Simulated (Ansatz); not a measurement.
**One shape, several levels: SnH4 (SMILES [SnH4])**

Wanted: a comparison of 6 runs (B2PLYP/STO-3G, BHLYP/STO-3G, CAM-B3LYP/STO-3G, HSE06/STO-3G, PBE/STO-3G, UMP2/STO-3G) of SnH4. 

Program for the calculation: Ansatz 0.2.0.

32 further runs of the same task are left out: 3 that didn't finish, 29 set aside as unsound or not needed.

## Step 1: The system as given

The species is SnH4 (5 atoms), meant as a singlet with charge 0. As SMILES, `[SnH4]`. The H4–Sn1 distance was set to 4.259 Å, away from the relaxed value. At this shape a bond of the SMILES string is far longer than usual.

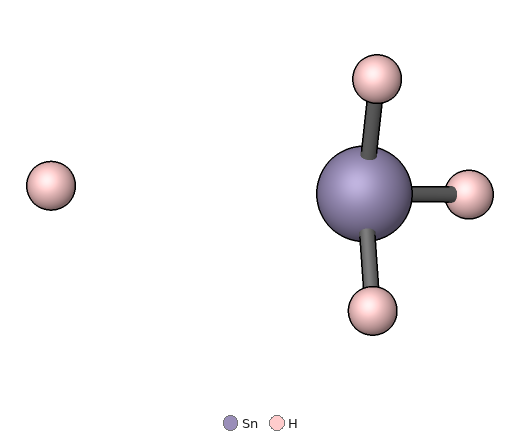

Viewed from a chosen angle; tin purple, hydrogen pink.

## Step 2: The energy at B2PLYP/STO-3G (run 1)

Input file run.yaml:

```yaml
crystal:
  periodic: [false, false, false]
  atoms:
    - symbol: Sn
      position_ang: [0.175289, 1.461934, 2.088827]
    - symbol: H
      position_ang: [0.999179, 0.608444, 3.311727]
    - symbol: H
      position_ang: [-1.388351, 1.865344, 2.631927]
    - symbol: H
      position_ang: [-0.116810, -0.974610, -1.392490]
    - symbol: H
      position_ang: [1.031729, 2.886564, 1.715147]
basis:
  gaussian: {orbitals: STO-3G}
hamiltonian: {xc: {name: B2PLYP}}
correlation: {frozen_orbitals: {H: 0, Sn: 18}}
accuracy: high
```

The run is started by

```bash
$ ansatz run run.yaml --threads 1 --pin off --max-ram 3480MiB --events-out events.jsonl --progress --plain --runs-dir runs
```

What it wrote:

```text
Warning: RAYON_NUM_THREADS=1 ignored (pool sized by the plan → 1); use --threads N
Functional definition: B2PLYP
  name "B2PLYP"
  parameter a = 0.53
  parameter c = 0.27
  exchange = (1 - a)*b88_x + a*exact_x
  correlation = (1 - c)*lyp_c + c*(mp2_os + mp2_ss)
534 factors; integrals over basis functions are off by at most 4.9e-9 eV
mean field evaluation 1: about -162361.3859 eV, gradient 9.0e0 eV
mean field evaluation 2: about -162361.3447 eV, gradient 8.9e0 eV
mean field evaluation 4: about -162359.6388 eV, gradient 1.5e1 eV
mean field evaluation 8: about -162361.8476 eV, gradient 1.8e1 eV
mean field evaluation 16: about -162367.7240 eV, gradient 8.1e-9 eV
mean field -162367.72396225 eV, -5966.9037988166 hartree, gradient 8.1e-9 eV, S^2 0.000000; 0 other end points of the search recorded, 0 dependent functions left out; unrestricted orbitals would lower it
18 core orbitals not correlated: weight in the atoms' cores, before any rotation towards them, 1.000 or more for the frozen orbitals, at most 0.000 for the correlated occupied ones
reference -162367.72398209 eV, -5966.9037995455 hartree; 9, 9 occupied and 4, 4 virtual orbitals, 534 factors
second order -8.57771354 eV of doubles, -0.00000000 eV of singles
Total energy: -162370.03996474 eV, -5966.9889103383 hartree
```

Run time: 1.9 s. Hardware: 1 thread of Arm Neoverse V2, shared host; peak memory 0.12 GiB.

## Step 3: The energy at BHLYP/STO-3G (run 2)

Input file in.yaml:

```yaml
basis:
  gaussian:
    orbitals: STO-3G
crystal:
  periodic: [false, false, false]
  atoms:
    - {symbol: Sn, position_ang: [0.175289, 1.461934, 2.088827]}
    - {symbol: H, position_ang: [0.999179, 0.608444, 3.311727]}
    - {symbol: H, position_ang: [-1.388351, 1.865344, 2.631927]}
    - {symbol: H, position_ang: [-0.116810, -0.974610, -1.392490]}
    - {symbol: H, position_ang: [1.031729, 2.886564, 1.715147]}
hamiltonian:
  xc: {name: BHLYP}
accuracy: high
```

The run is started by

```bash
$ ansatz run in.yaml --threads 1 --pin off --max-ram 3480MiB --events-out events.jsonl --progress --plain --runs-dir runs
```

What it wrote:

```text
Warning: RAYON_NUM_THREADS=1 ignored (pool sized by the plan → 1); use --threads N
Functional definition: BHLYP
  name "BHLYP"
  parameter a = 0.5
[... 1 set-up line as earlier in the session ...]
  correlation = lyp_c
534 factors; integrals over basis functions are off by at most 4.9e-9 eV
mean field evaluation 1: about -162379.9765 eV, gradient 9.2e0 eV
mean field evaluation 2: about -162376.1974 eV, gradient 1.2e1 eV
mean field evaluation 4: about -162380.8008 eV, gradient 1.8e1 eV
mean field evaluation 8: about -162380.7630 eV, gradient 1.8e1 eV
mean field -162386.45812038 eV, -5967.5922664294 hartree, gradient 1.9e-8 eV, S^2 0.000000; 0 other end points of the search recorded, 0 dependent functions left out
reference -162386.45814152 eV, -5967.5922672063 hartree; 27, 27 occupied and 4, 4 virtual orbitals, 534 factors
Total energy: -162386.45814152 eV, -5967.5922672063 hartree
```

It took 1.3 s on 1 thread of Arm Neoverse V2, shared host; peak memory 0.1 GiB.

## Step 4: The energy at CAM-B3LYP/STO-3G (run 3)

Input file molecule.yaml:

```yaml
crystal:
  periodic: [false, false, false]
  atoms:
    - symbol: Sn
      position_ang: [0.175289, 1.461934, 2.088827]
    - symbol: H
      position_ang: [0.999179, 0.608444, 3.311727]
    - symbol: H
      position_ang: [-1.388351, 1.865344, 2.631927]
    - symbol: H
      position_ang: [-0.116810, -0.974610, -1.392490]
    - symbol: H
      position_ang: [1.031729, 2.886564, 1.715147]
basis:
  gaussian:
    orbitals: STO-3G
hamiltonian:
  xc: {name: CAM-B3LYP}
accuracy: high
```

The run is started by

```bash
$ ansatz run molecule.yaml --threads 1 --pin off --max-ram 3480MiB --events-out events.jsonl --progress --plain --runs-dir runs
```

What it wrote:

```text
Warning: RAYON_NUM_THREADS=1 ignored (pool sized by the plan → 1); use --threads N
Functional definition: CAM-B3LYP
  name "CAM-B3LYP"
  parameter alpha = 0.19
  parameter beta = 0.46
  parameter omega = 0.33/bohr
  parameter ac = 0.81
  exchange = (1 - alpha - beta)*b88_x + beta*b88_x_sr(omega) + alpha*exact_x + beta*exact_x_lr(omega)
  correlation = (1 - ac)*vwn5_c + ac*lyp_c
534 factors; integrals over basis functions are off by at most 4.9e-9 eV
129 factors; integrals over basis functions are off by at most 6.6e-10 eV
mean field evaluation 1: about -162379.8280 eV, gradient 9.8e0 eV
mean field evaluation 2: about -162376.4483 eV, gradient 1.2e1 eV
mean field evaluation 4: about -162380.8835 eV, gradient 1.8e1 eV
mean field evaluation 8: about -162380.8245 eV, gradient 1.9e1 eV
mean field -162386.75857558 eV, -5967.6033079542 hartree, gradient 2.2e-8 eV, S^2 0.000000; 0 other end points of the search recorded, 0 dependent functions left out
reference -162386.75859055 eV, -5967.6033085045 hartree; 27, 27 occupied and 4, 4 virtual orbitals, 534 factors
Total energy: -162386.75859055 eV, -5967.6033085045 hartree
```

Run time: 1.6 s. Hardware: 1 thread of Arm Neoverse V2, shared host; peak memory 0.1 GiB.

Runs 4 to 5 aren't shown in full; the table further down has their settings and results.

## Step 5: The energy at UMP2/STO-3G (run 6)

Input file job.yaml:

```yaml
crystal:
  periodic: [false, false, false]
  atoms:
    - symbol: Sn
      position_ang: [0.175289, 1.461934, 2.088827]
    - symbol: H
      position_ang: [0.999179, 0.608444, 3.311727]
    - symbol: H
      position_ang: [-1.388351, 1.865344, 2.631927]
    - symbol: H
      position_ang: [-0.116810, -0.974610, -1.392490]
    - symbol: H
      position_ang: [1.031729, 2.886564, 1.715147]
basis:
  gaussian:
    orbitals: STO-3G
magnetization:
  spin_polarized: true
  initial_magnetization: 0
correlation:
  method: mp2
  frozen_orbitals: {H: 0, Sn: 18}
accuracy: high
```

The run is started by

```bash
$ ansatz run job.yaml --threads 1 --pin off --max-ram 3480MiB --events-out events.jsonl --progress --plain --runs-dir runs
```

What it wrote (excerpt; [...] marks lines left out):

```text
Warning: RAYON_NUM_THREADS=1 ignored (pool sized by the plan → 1); use --threads N
Functional definition: HF
  name "HF"
[...]
534 factors; integrals over basis functions are off by at most 4.9e-9 eV
[...]
mean field -162328.38505610 eV, -5965.4581206803 hartree, gradient 1.6e-8 eV, S^2 1.003254; 7 other end points of the search recorded, 0 dependent functions left out
18 core orbitals not correlated: weight in the atoms' cores, before any rotation towards them, 1.000 or more for the frozen orbitals, at most 0.000 for the correlated occupied ones
reference -162328.38505610 eV, -5965.4581206803 hartree; 9, 9 occupied and 4, 4 virtual orbitals, 534 factors
second order -0.88812248 eV of doubles, -0.00000000 eV of singles
Total energy: -162329.27317858 eV, -5965.4907585796 hartree
```

Run time: 0.85 s. Hardware: 1 thread of Arm Neoverse V2, shared host; peak memory 0.093 GiB.

## Step 6: All runs side by side

| run | level | frozen core orbitals | energy (Eh) | wall time |
| --- | --- | --- | --- | --- |
| 1 | B2PLYP/STO-3G | 18 | -5966.988910 | 1.9 s |
| 2 | BHLYP/STO-3G | – | -5967.592267 | 1.3 s |
| 3 | CAM-B3LYP/STO-3G | – | -5967.603309 | 1.6 s |
| 4 | HSE06/STO-3G | – | -5967.176715 | 2 s |
| 5 | PBE/STO-3G | – | -5966.846660 | 2 s |
| 6 | UMP2/STO-3G | 18 | -5965.490759 | 0.85 s |

## Step 7: Summary of results

| quantity | value |
| --- | --- |
| run 6: total energy | -5965.49076 Eh |
| run 6: correlation energy (18 core orbitals frozen) | -32.6 mEh |
| run 6: ⟨S²⟩ of the reference determinant | 1.003 |

Totals of different functionals can't be ranked against each other. In run 1 the log says that unrestricted orbitals would lower the reference, so the values rest on an unstable closed-shell determinant (other closed-shell runs at this shape may share the fault). In runs 1, 2, 3, 4, 5, 6 the basis is minimal, so the values are rough. In runs 1, 2, 3, 4, 5 a closed-shell determinant meets a far-stretched bond, which it describes badly. In runs 1, 2, 3, 4, 5, 6 relativity is left out where basis or elements ask for it. Spin contamination of the reference: run 6 ⟨S²⟩ = 1.00. Where it is this large, the reference is a mixture of spin states, and values that rest on it are in doubt. All runs together took 9.6 s, the longest 2 s.
